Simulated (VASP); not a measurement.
Band structure of Cd4S2Se2 (ordered alloy cell). Computed with PBEsol GGA, VASP's PBE PAW potentials (set 64) (plane waves; VASP 6.6.1).

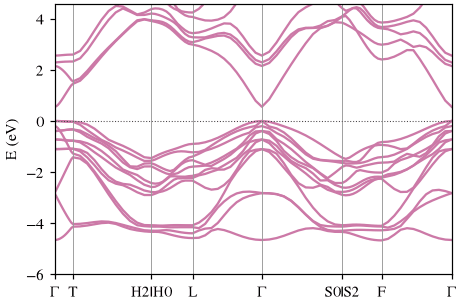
Bands along high-symmetry lines, zero at the valence-band maximum or, without a gap, the Fermi level

Read the plot: is there a gap, and where are the band edges?

The gap is direct, 0.56 eV, from the valence maximum at Γ to the conduction minimum at Γ. (Edges off the drawn lines would not show.)

The structure was generated: Cd4S2Se2 was put into an ordered model structure (R3m), which need not be its known phase. It was relaxed first.
